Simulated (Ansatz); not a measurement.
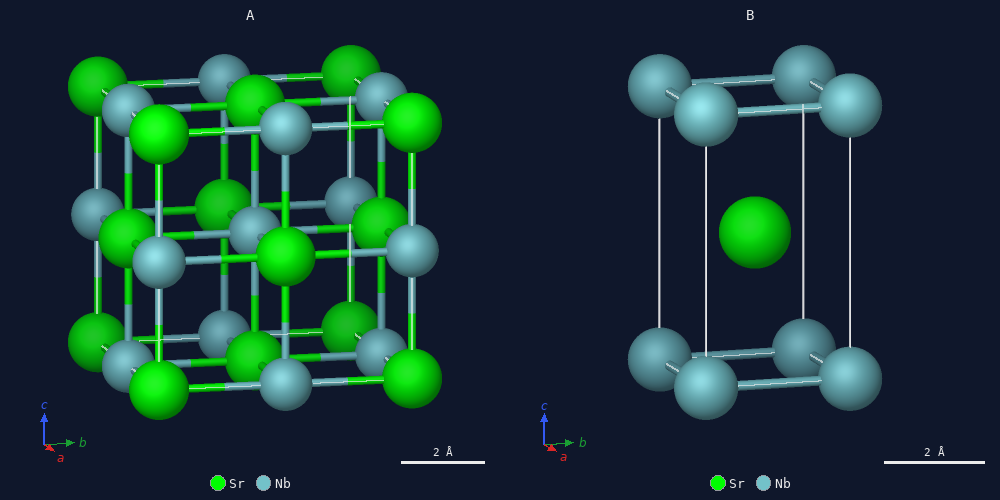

Two structures of SrNb, each relaxed to rest (conventional cells in solid outline, small ones repeated, not to one scale). Method: Ansatz 0.2.0, DFT PBE, scalar-relativistic, plane waves, PAW, without spin polarisation.

Question: Which two forms are compared?

Answer: A: rock salt (NaCl type), Fm-3m. B: 2 atoms a cell on a primitive tetragonal lattice, P4/mmm.

Question: Which has the lower energy, and by how much?

Answer: B is lower, by 1119 meV/atom at this level of theory (energies at zero smearing). Volumes: A 31.2, B 25.9 Å³/atom.

One or both may be structure types tried for this composition rather than known phases.
